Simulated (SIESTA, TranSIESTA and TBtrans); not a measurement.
Device: Ru chain with one bond stretched by 0.3 Å. Leads: straight Ru chain, spacing 2.25 Å. Geometry: as built, not relaxed. Transport runs along z; the first 6 and the last 6 of the 20 atoms are the lead cells, repeated to infinity.

```xyz
20
Lattice="9.000 0.000 0.000 0.000 9.000 0.000 0.000 0.000 45.300" Properties=species:S:1:pos:R:3 pbc="F F T"
Ru     4.500     4.500     0.000
Ru     4.500     4.500     2.250
Ru     4.500     4.500     4.500
Ru     4.500     4.500     6.750
Ru     4.500     4.500     9.000
Ru     4.500     4.500    11.250
Ru     4.500     4.500    13.500
Ru     4.500     4.500    15.750
Ru     4.500     4.500    18.000
Ru     4.500     4.500    20.250
Ru     4.500     4.500    22.800
Ru     4.500     4.500    25.050
Ru     4.500     4.500    27.300
Ru     4.500     4.500    29.550
Ru     4.500     4.500    31.800
Ru     4.500     4.500    34.050
Ru     4.500     4.500    36.300
Ru     4.500     4.500    38.550
Ru     4.500     4.500    40.800
Ru     4.500     4.500    43.050
```
Starting moments (μB): atom 7 +1.5, atom 8 +1.5, atom 9 +1.5, atom 10 +1.5, atom 11 +1.5, atom 12 +1.5, atom 13 +1.5, atom 14 +1.5; lead atoms +1.5 (left) and +1.5 (right).

Computed with TranSIESTA and TBtrans, PBE, DZP numerical orbitals (energy shift 0.15 eV), PseudoDojo norm-conserving scalar-relativistic potentials, mesh cutoff 200 Ry, 300 K, spin-polarised (collinear), no spin-orbit coupling; self-consistent non-equilibrium Green functions.

Energies count from the leads' Fermi level. Transmissions are for each spin. The energy step is 0.01 eV; narrower resonances are cut or missed.

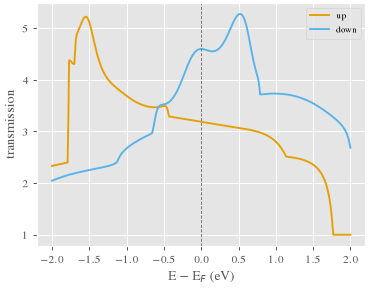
Figure: Transmission against energy

| E (eV) | T up | T down | lead channels up | down |
|---|---|---|---|---|
| -2.00 | 2.33 | 2.04 | 3 | 3 |
| -1.80 | 2.39 | 2.15 | 3 | 3 |
| -1.60 | 5.11 | 2.22 | 6 | 3 |
| -1.40 | 4.53 | 2.28 | 6 | 3 |
| -1.20 | 3.93 | 2.35 | 6 | 3 |
| -1.00 | 3.69 | 2.67 | 6 | 4 |
| -0.80 | 3.52 | 2.86 | 6 | 4 |
| -0.60 | 3.47 | 3.37 | 6 | band edge |
| -0.40 | 3.28 | 3.61 | 4 | 6 |
| -0.20 | 3.23 | 4.21 | 4 | 6 |
| 0.00 | 3.18 | 4.60 | 4 | 6 |
| 0.20 | 3.14 | 4.57 | 4 | 6 |
| 0.40 | 3.09 | 5.02 | 4 | 6 |
| 0.60 | 3.04 | 5.08 | 4 | 6 |
| 0.80 | 2.97 | 3.71 | 4 | 4 |
| 1.00 | 2.80 | 3.73 | 4 | 4 |
| 1.20 | 2.50 | 3.70 | 3 | 4 |
| 1.40 | 2.43 | 3.61 | 3 | 4 |
| 1.60 | 2.21 | 3.45 | 3 | 4 |
| 1.80 | 1.00 | 3.24 | 1 | 4 |
| 2.00 | 1.00 | 2.68 | 1 | 3 |

The magnetic order of the leads was set by the start, and no other order was tried; the separate lead runs end at 1.33 (left) and 1.33 (right) μB an atom. The straight chain is held at its spacing; free chains may zigzag or dimerise.
